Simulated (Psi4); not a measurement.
# B2O2 (diboron dioxide): a chain of runs

We compute a geometry optimisation (HF-3c/MINIX), then vibrational wavenumbers of B2O2 (diboron dioxide). 

The calculation is run with Psi4 1.11.

## (1) The molecule

The species is B2O2 (4 atoms), meant as a singlet with charge 0. As SMILES, `O=BB=O`. All atoms were displaced at random from a relaxed shape. The run starts from this shape.

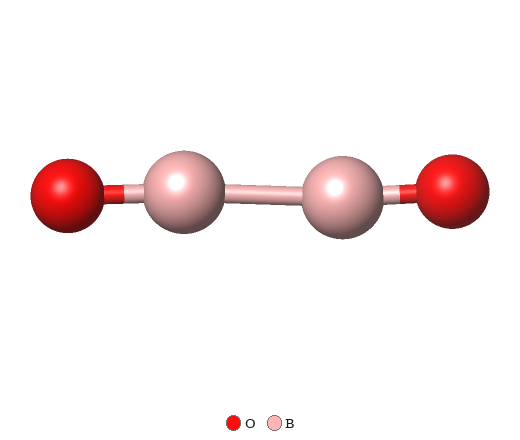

The structure, seen from a chosen angle (oxygen red, boron pink).

## (2) A structure relaxation at HF-3c/MINIX (density fitting) (run 1)

File job.in:

```
memory 1600 mb

molecule mol {
  O     -0.797262     0.409178     1.770383
  B     -0.343268     0.207201     0.726209
  B      0.313383    -0.229934    -0.747113
  O      0.837238    -0.478014    -1.828956
}

set {
  geom_maxiter 60
}

e_tot = optimize('hf-3c')
print_variables()
```

Launch:

```bash
psi4 -n 1 job.in job.out
```

job.out:

```text
Psi4 1.11 release

gradient() will perform analytic gradient computation.

   => Loading Basis Set <=

    Name: MINIX
    Role: ORBITAL
    Keyword: BASIS

   => HF3C: Empirical Dispersion <=

        s6 =       1.000000
        s8 =       0.877700
        a1 =       0.417100
        a2 =       2.914900

         ---------------------------------------------------------
                                   SCF
                              RHF Reference
                        1 Threads,   1525 MiB Core
         ---------------------------------------------------------

  ==> Geometry <==

    Molecular point group: c1
    Full point group: C1

    Geometry (in Angstrom), charge = 0, multiplicity = 1:

       Center              X                  Y                   Z               Mass
    ------------   -----------------  -----------------  -----------------  -----------------
         O           -0.803009242771     0.434198172449     1.791990894139    15.994914619570
         B           -0.349015242771     0.232221172449     0.747816894139    11.009305360000
         B            0.307635757229    -0.204913827551    -0.725505105861    11.009305360000
         O            0.831490757229    -0.452993827551    -1.807348105861    15.994914619570

  Running in c1 symmetry.

  Rotational constants: A =    446.58972  B =      0.11496  C =      0.11494 [cm^-1]
  Rotational constants: A = 13388423.06856  B =   3446.34784  C =   3445.84338 [MHz]
  Nuclear repulsion =   66.626510126686014

  Charge       = 0
  Multiplicity = 1
  Electrons    = 26
  Nalpha       = 13
  Nbeta        = 13

  ==> Algorithm <==

  SCF Algorithm Type is DF.
  DIIS enabled.
  MOM disabled.
  Fractional occupation disabled.
  Guess Type is SAD.
  Energy threshold   = 1.00e-08
  Density threshold  = 1.00e-08
  Integral threshold = 1.00e-12

  ==> Primary Basis <==

  Basis Set: MINIX
    Blend: MINIX
    Number of shells: 12
    Number of basis functions: 20
    Number of Cartesian functions: 20
    Spherical Harmonics?: true
    Max angular momentum: 1

   => Loading Basis Set <=

    Name: (MINIX AUX)
    Role: JKFIT
    Keyword: DF_BASIS_SCF

  ==> Integral Setup <==

  DFHelper Memory: AOs need 0.002 GiB; user supplied 1.118 GiB.
  SCF_SUBTYPE=INCORE selected. In-core MEM_DF algorithm will be used.
  Using in-core AOs.

  ==> MemDFJK: Density-Fitted J/K Matrices <==

    J tasked:                   Yes
    K tasked:                   Yes
    wK tasked:                   No
    Memory [MiB]:              1144
    Algorithm:                 Core
    Schwarz Cutoff:           1E-12
    Mask sparsity (%):       1.5000
    Fitting Condition:        1E-10

   => Auxiliary Basis Set <=

  Basis Set: (MINIX AUX)
    Blend: DEF2-UNIVERSAL-JKFIT
    Number of shells: 100
    Number of basis functions: 304
    Number of Cartesian functions: 364
    Spherical Harmonics?: true
    Max angular momentum: 4

  Minimum eigenvalue in the overlap matrix is 1.6101825929E-01.
  Reciprocal condition number of the overlap matrix is 8.1767608385E-02.
    Using symmetric orthogonalization.

  ==> Pre-Iterations <==

  SCF Guess: Superposition of Atomic Densities via on-the-fly atomic UHF (no occupation information).

   -------------------------
    Irrep   Nso     Nmo
   -------------------------
     A         20      20
   -------------------------
    Total      20      20
   -------------------------

  ==> Iterations <==

                           Total Energy        Delta E     RMS |[F,P]|

   @DF-RHF iter SAD:  -196.11244420836223   -1.96112e+02   0.00000e+00
   @DF-RHF iter   1:  -197.69169359751282   -1.57925e+00   2.65992e-02 ADIIS/DIIS
   @DF-RHF iter   2:  -197.73183261604041   -4.01390e-02   2.83036e-02 ADIIS/DIIS
   @DF-RHF iter   3:  -197.90022942593774   -1.68397e-01   1.06576e-03 ADIIS/DIIS
   @DF-RHF iter   4:  -197.90050897312349   -2.79547e-04   5.54968e-04 ADIIS/DIIS
   @DF-RHF iter   5:  -197.90058865766517   -7.96845e-05   9.79275e-05 DIIS
   @DF-RHF iter   6:  -197.90059233615963   -3.67849e-06   3.19681e-05 DIIS
   @DF-RHF iter   7:  -197.90059271376265   -3.77603e-07   2.31998e-06 DIIS
   @DF-RHF iter   8:  -197.90059271566773   -1.90508e-09   4.68888e-07 DIIS
   @DF-RHF iter   9:  -197.90059271580682   -1.39096e-10   9.86159e-08 DIIS
   @DF-RHF iter  10:  -197.90059271581453   -7.70228e-12   3.52570e-08 DIIS
   @DF-RHF iter  11:  -197.90059271581620   -1.67688e-12   7.46768e-09 DIIS
  Energy and wave function converged.

  ==> Post-Iterations <==

    Orbital Energies [Eh]
    ---------------------

    Doubly Occupied:

       1A    -20.450814     2A    -20.428537     3A     -7.685872
       4A     -7.680670     5A     -1.405012     6A     -1.363704
       7A     -0.713787     8A     -0.642667     9A     -0.602174
      10A     -0.572101    11A     -0.571870    12A     -0.531603
      13A     -0.531402

    Virtual:

      14A      0.097996    15A      0.099203    16A      0.334412
      17A      0.347637    18A      0.354417    19A      0.813157
      20A      1.106540

    Final Occupation by Irrep:
              A
    DOCC [    13 ]
    NA   [    13 ]
    NB   [    13 ]

  @DF-RHF Final Energy:  -197.90059271581620

   => Energetics <=

    Nuclear Repulsion Energy =             66.6265101266860142
    One-Electron Energy =                -402.5373660805616964
    Two-Electron Energy =                 138.0884716821815914
    Total Energy =                       -197.9005927158162024

Computation Completed

Properties will be evaluated at   0.000000,   0.000000,   0.000000 [a0]

Properties computed using the SCF density matrix

 Multipole Moments:

[... 7 lines left out ...]
 Dipole Z            :          0.0439721           -0.0213515            0.0226205
[... 112 lines left out ...]
	   Step    Total Energy     Delta E     Max Force     RMS Force      Max Disp      RMS Disp   ~
[... 102 lines left out ...]
   @DF-RHF iter   0:  -197.91883299336268   -1.97919e+02   7.78265e-03
[... 2 lines left out ...]
   @DF-RHF iter   3:  -197.90596366905280   -3.81298e-05   1.83122e-04 ADIIS/DIIS
[... 2 lines left out ...]
   @DF-RHF iter   6:  -197.90597575454376   -2.90055e-08   3.25698e-06 DIIS
[... 2 lines left out ...]
   @DF-RHF iter   9:  -197.90597576067546   -1.50635e-11   2.41294e-08 DIIS
[... 5 lines left out ...]
    Final Occupation by Irrep:
[... 10 lines left out ...]
    One-Electron Energy =                -403.3153325892658927
[... 16 lines left out ...]
 Dipole X            :         -0.0394930            0.0164817           -0.0230114
[... 86 lines left out ...]
	                                 ==> Convergence Check <==
[... 8 lines left out ...]
	  Convergence Criteria     1.00e-06 *    3.00e-04 *             o    1.20e-03 *             o
[... 70 lines left out ...]
   @DF-RHF iter   1:  -197.90614611825094   -1.79454e-03   1.73051e-04 ADIIS/DIIS
[... 2 lines left out ...]
   @DF-RHF iter   4:  -197.90616272201029   -1.89937e-07   8.09985e-06 DIIS
[... 2 lines left out ...]
   @DF-RHF iter   7:  -197.90616277165958   -4.41247e-10   1.46225e-07 DIIS
[... 2 lines left out ...]
  Energy and wave function converged.
[... 13 lines left out ...]
    Nuclear Repulsion Energy =             66.9286884880496871
[... 2 lines left out ...]
    Total Energy =                       -197.9061627716749001
[... 16 lines left out ...]
 Dipole Z            :         -0.0167348            0.0070526           -0.0096822
[... 91 lines left out ...]
	   Step    Total Energy     Delta E     Max Force     RMS Force      Max Disp      RMS Disp
[... 71 lines left out ...]
   @DF-RHF iter   0:  -197.90565480671665   -1.97906e+02   1.89828e-03
[... 2 lines left out ...]
   @DF-RHF iter   3:  -197.90622727085849   -3.03507e-06   1.40358e-05 DIIS
[... 2 lines left out ...]
   @DF-RHF iter   6:  -197.90622744386422   -1.89925e-09   5.01576e-07 DIIS
[... 2 lines left out ...]
   @DF-RHF iter   9:  -197.90622744395898   -1.02318e-12   3.25938e-09 DIIS
[... 10 lines left out ...]
  @DF-RHF Final Energy:  -197.90622744395898
[... 5 lines left out ...]
    Two-Electron Energy =                 138.3318605529113370
[... 16 lines left out ...]
 Dipole Y            :          0.0050425           -0.0021019            0.0029406
[... 87 lines left out ...]
	Measures of convergence in internal coordinates in au.
[... 74 lines left out ...]
                           Total Energy        Delta E     RMS |[F,P]|
[... 3 lines left out ...]
   @DF-RHF iter   2:  -197.90622959500095   -4.80842e-07   1.15674e-05 DIIS
[... 2 lines left out ...]
   @DF-RHF iter   5:  -197.90622969799875   -5.69770e-10   3.34137e-07 DIIS
[... 2 lines left out ...]
  Energy and wave function converged.
[... 30 lines left out ...]
    Nuclear Repulsion Energy =             66.9208705023615664
[... 2 lines left out ...]
    Total Energy =                       -197.9062296980580129
[... 16 lines left out ...]
 Dipole Z            :         -0.0008652            0.0003684           -0.0004968
[... 2 lines left out ...]
 ------------------------------------------------------------------------------------

	total time  =          0 seconds =       0.00 minutes

         ------------------------------------------------------------
                                   SCF GRAD
         ------------------------------------------------------------

  ==> Geometry <==

    Molecular point group: c1
    Full point group: C1

    Geometry (in Angstrom), charge = 0, multiplicity = 1:

       Center              X                  Y                   Z               Mass
    ------------   -----------------  -----------------  -----------------  -----------------
         O           -0.810115589309     0.453521928253     1.789384430648    15.994914619570
         B           -0.333118810990     0.187048810651     0.735078133570    11.009305360000
         B            0.332909778567    -0.186299802115    -0.735463094504    11.009305360000
         O            0.810259466400    -0.454037471092    -1.789119461903    15.994914619570

  Nuclear repulsion =   66.920870502361566

   => Auxiliary Basis Set <=

  Basis Set: (MINIX AUX)
    Blend: DEF2-UNIVERSAL-JKFIT
    Number of shells: 100
    Number of basis functions: 304
    Number of Cartesian functions: 364
    Spherical Harmonics?: true
    Max angular momentum: 4

  -Total Gradient:
     Atom            X                  Y                   Z
    ------   -----------------  -----------------  -----------------
       1       -0.000083057829     0.000014457275     0.000222624862
       2        0.000026160287     0.000040270073    -0.000122257053
       3        0.000085647343    -0.000070824432    -0.000167607955
       4       -0.000028749801     0.000016097084     0.000067240146

	total time  =          0 seconds =       0.00 minutes

    			-----------------------------------------

    			 OPTKING 3.0: for geometry optimizations

    			        with contributions from

    			-----------------------------------------

	                            ===> Fragment 1 <==

	 Z (Atomic Numbers)          Masses                          Geom
	       8.000000            15.994915         -1.53089659  0.85703224  3.38144651
	       5.000000            11.009305         -0.62950332  0.35347102  1.38909635
	       5.000000            11.009305          0.62910831 -0.35205560 -1.38982382
	       8.000000            15.994915          1.53116848 -0.85800647 -3.38094579

	 - Coordinate -           - BOHR/RAD -       - ANG/DEG -
	 R(1,2)           =         2.244002           1.187474
	 R(2,3)           =         3.131177           1.656947
	 R(3,4)           =         2.243717           1.187324
	 L(1,2,3)         =         3.140570         179.941394
	 l(1,2,3)         =         3.141593         180.000000
	 L(2,3,4)         =         3.141387         179.988212
	 l(2,3,4)         =         3.141593         180.000000

	        --- Internal Coordinate Step in ANG or DEG, aJ/ANG or AJ/DEG ---
	-------------------------------------------------------------------------------
	           Coordinate      Previous         Force          Change          New
	           ----------      --------        ------          ------        ------
	               R(1,2)       1.18747       -0.00193       -0.00011       1.18736
	               R(2,3)       1.65695       -0.00102       -0.00029       1.65665
	               R(3,4)       1.18732        0.00062        0.00004       1.18736
	             L(1,2,3)     179.94139        0.00001        0.04213     179.98352
	             l(1,2,3)     180.00000       -0.00000        0.00078     180.00078
	             L(2,3,4)     179.98821        0.00000        0.01180     180.00001
	             l(2,3,4)     180.00000        0.00000       -0.00086     179.99914
	-------------------------------------------------------------------------------

	                                 ==> Convergence Check <==

	Measures of convergence in internal coordinates in au.

	Criteria marked as inactive (o), active & met (*), and active & unmet ( ).

	----------------------------------------------------------------------------------------------
	   Step    Total Energy     Delta E     Max Force     RMS Force      Max Disp      RMS Disp
	----------------------------------------------------------------------------------------------
	  Convergence Criteria     1.00e-06 *    3.00e-04 *             o    1.20e-03 *             o
	----------------------------------------------------------------------------------------------
	     5    -197.90622970   -2.25e-06      2.34e-04 *    1.10e-04 o    7.35e-04 *    3.67e-04 o  ~
	----------------------------------------------------------------------------------------------

Next Geometry in Ang
	Fragment 1 (Ang)

	    O  -0.8101187798   0.4537610845   1.7890713358
	    B  -0.3329642882   0.1866762542   0.7351183478
	    B   0.3328865832  -0.1864076966  -0.7352386031
	    O   0.8101313294  -0.4537961765  -1.7890710728

    Final optimized geometry and variables:
    Molecular point group: c1
    Full point group: C1

    Geometry (in Angstrom), charge = 0, multiplicity = 1:

    O           -0.810115589309     0.453521928253     1.789384430648
    B           -0.333118810990     0.187048810651     0.735078133570
    B            0.332909778567    -0.186299802115    -0.735463094504
    O            0.810259466400    -0.454037471092    -1.789119461903

  Variable Map:
  ----------------------------------------------------------------------------
  "CURRENT ENERGY"                    =>    -197.906229698058
  "CURRENT REFERENCE ENERGY"          =>    -197.906229698058
  "DD SOLVATION ENERGY"               =>       0.000000000000
  "DISPERSION CORRECTION ENERGY"      =>      -0.011110828985
  "HF KINETIC ENERGY"                 =>     197.610576249957
  "HF POTENTIAL ENERGY"               =>    -395.516805948015
  "HF TOTAL ENERGY"                   =>    -197.827440019273
  "HF VIRIAL RATIO"                   =>       2.001496141825
  "HF3C DISPERSION CORRECTION ENERGY" =>      -0.011110828985
  "NUCLEAR REPULSION ENERGY"          =>      66.920870502362
  "ONE-ELECTRON ENERGY"               =>    -403.088249226559
  "OPTIMIZATION ITERATIONS"           =>       5.000000000000
  "PCM POLARIZATION ENERGY"           =>       0.000000000000
  "PE ENERGY"                         =>       0.000000000000
  "SCF ITERATION ENERGY"              =>    -197.906229698058
  "SCF ITERATIONS"                    =>       7.000000000000
  "SCF TOTAL ENERGY"                  =>    -197.906229698058
  "TWO-ELECTRON ENERGY"               =>     138.339938704925

  Array Variable Map:
  ----------------------------------------------------------------------------
  "-D GRADIENT"                       =>      -0.034829052848 ... -0.076997649076 4 by 3
  "CURRENT DIPOLE"                    =>      -0.000287422185 ... -0.000496812796 1 by 3
  "CURRENT GRADIENT"                  =>      -0.000083057829 ... 0.000067240146 4 by 3
  "DISPERSION CORRECTION GRADIENT"    =>      -0.000360414715 ... -0.000796033818 4 by 3
  "HF TOTAL GRADIENT"                 =>      -0.000083057829 ... 0.000067240146 4 by 3
  "HF3C DISPERSION CORRECTION GRADIENT" =>      -0.000360414715 ... -0.000796033818 4 by 3
  "SCF DIPOLE"                        =>      -0.000287422185 ... -0.000496812796 1 by 3
  "SCF TOTAL ENERGIES"                =>    -197.906416614025 ... -197.906229698058 1 by 8
  "SCF TOTAL GRADIENT"                =>      -0.000083057829 ... 0.000067240146 4 by 3

    Psi4 run time: 0:00:03.60

[set-up sections that repeat, and orbital energies of the middle runs, are left out above]
```

The script printed:

```text
Optimizer: Optimization complete!
```

Run time: 4.8 s. Hardware: 1 thread of Intel Xeon 6975P-C (Granite Rapids), shared host; peak memory 0.22 GiB.

Steps, from the record of the run:

```csv
step,energy from the first frame kept (eV),largest force (eV/Å)
0,0.0000,3.9610
1,-0.1465,0.3538
2,-0.1516,0.1568
3,-0.1533,0.0746
4,-0.1534,0.0122
```

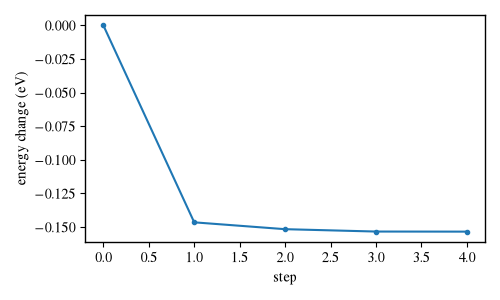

Energy along the run.

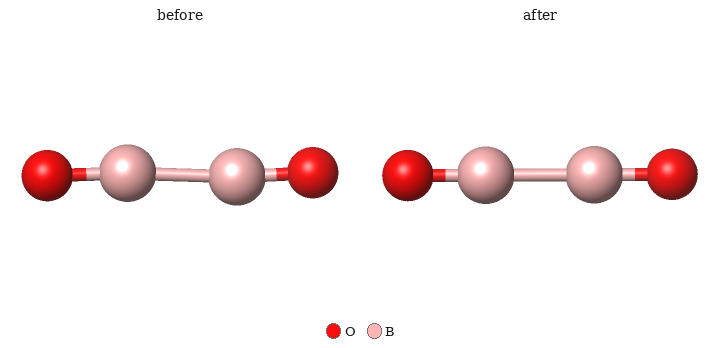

Before and after, at one scale.

After the run. Bond lengths: O1–B2 1.187 Å, B2–B3 1.657 Å, B3–O4 1.187 Å. Angles: O1–B2–B3 179.9°, B2–B3–O4 180.0°.

## (3) The harmonic vibrations at HF-3c/MINIX (density fitting) (run 2)

File run.py:

```python
import psi4

psi4.set_memory('1600 MB')
psi4.set_num_threads(1)
psi4.set_output_file('b2o2.out', False)

mol = psi4.geometry("""
O      0.000000     0.000000    -2.015910
B      0.000000     0.000000    -0.828436
B      0.000000     0.000000     0.828511
O      0.000000     0.000000     2.015835
""")

psi4.set_options({
    't': 400.0,
    'rotational_symmetry_number': 2,
})

e = psi4.frequencies('hf-3c')
print('E =', round(e, 9))
for k in ('ZPVE', 'ENTHALPY', 'GIBBS FREE ENERGY'):
    print(f'{k}: {psi4.variable(k):.8f} Eh')
```

Launch:

```bash
python run.py
```

b2o2.out (excerpt; [...] marks lines left out):

```text
[...]
  Running in c2v symmetry.
[...]
  Nuclear repulsion =   66.920879888225784
[...]
  Multiplicity = 1
[...]
  Nalpha       = 13
  Nbeta        = 13
[...]
    Number of basis functions: 20
[...]
   @DF-RHF iter   1:  -197.70190131283292   -1.56817e+00   3.97687e-02 DIIS/ADIIS
[...]
  -Total Gradient:
     Atom            X                  Y                   Z
    ------   -----------------  -----------------  -----------------
       1       -0.000000000000     0.000000000000    -0.000233221131
       2        0.000000000000     0.000000000000     0.000109234743
       3        0.000000000000     0.000000000000     0.000198685367
       4       -0.000000000000     0.000000000000    -0.000074698978
[...]
   @DF-RHF iter  10:  -197.90622974682105   -5.68434e-14   1.25121e-09 DIIS
[...]
    Orbital Energies [Eh]
    ---------------------
    Doubly Occupied:
       1A1   -20.441754     2A1   -20.441701     3A1    -7.683795
       4A1    -7.682355     5A1    -1.387766     6A1    -1.386159
       7A1    -0.716523     8A1    -0.641987     9A1    -0.607092
       1B1    -0.567056     1B2    -0.567056     2B1    -0.540473
       2B2    -0.540473
[...]
  @DF-RHF Final Energy:  -197.90622974682105
   => Energetics <=
    Nuclear Repulsion Energy =             66.9208798882257838
    One-Electron Energy =                -403.0882660707711125
    Two-Electron Energy =                 138.3399461683713980
    Total Energy =                       -197.9062297468210545
[...]
  ==> Harmonic Vibrational Analysis <==
[...]
  Freq [cm^-1]                 253.7455            253.7455            594.7586
[...]
  IR activ [km/mol]            52.4707             52.4707              0.0000
[...]
  Freq [cm^-1]                 594.7586            645.1467           2098.0783
[...]
  IR activ [km/mol]             0.0000              0.0000             36.6939
[...]
  Freq [cm^-1]                2319.6032
[...]
  IR activ [km/mol]             0.0001
[...]
  Total E_0, Enthalpy at 0 [K]                                                         -197.89082971 [Eh]
[...]
  Total H, Enthalpy at  400.00 [K]                                                     -197.88379441 [Eh]
[...]
  Total G, Gibbs energy at  400.00 [K]                                                 -197.92346792 [Eh]
[...]
```

The script printed:

```text
Warning: used thermodynamics relations inappropriate for low-frequency modes: ['253.7455' '253.7455' '594.7586' '594.7586']
E = -197.906229747
ZPVE: 0.01540004 Eh
ENTHALPY: -197.88379441 Eh
GIBBS FREE ENERGY: -197.92346792 Eh
```

It took 4.2 s on 1 thread of Intel Xeon 6975P-C (Granite Rapids), shared host; peak memory 0.23 GiB.

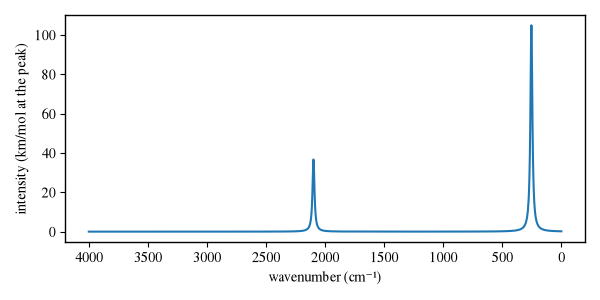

Harmonic infrared spectrum, unscaled, lines broadened by 10 cm⁻¹.

## (4) Summary of results

| quantity | value |
| --- | --- |
| run 1, HF-3c/MINIX: total energy at the end | -197.90623 Eh |
| run 1, HF-3c/MINIX: dipole moment | 0.00 D |
| run 1, HF-3c/MINIX: HOMO energy | -14.71 eV |
| run 1, HF-3c/MINIX: LUMO energy | 2.69 eV |
| run 1, HF-3c/MINIX: HOMO–LUMO gap | 17.40 eV |
| run 2, HF-3c/MINIX: lowest harmonic wavenumber | 254 cm⁻¹ |
| run 2, HF-3c/MINIX: highest harmonic wavenumber | 2320 cm⁻¹ |
| run 2, HF-3c/MINIX: zero-point energy | 40.4 kJ/mol |
| run 2, HF-3c/MINIX: ideal-gas entropy at 400 K (symmetry number 2 as used) | 62.2 cal/(mol K) |

The optimisation (run 1, HF-3c/MINIX) took 5 steps and changed the energy by -0.153 eV. All 7 modes (run 2, HF-3c/MINIX) are real, so the shape is a minimum at this level.
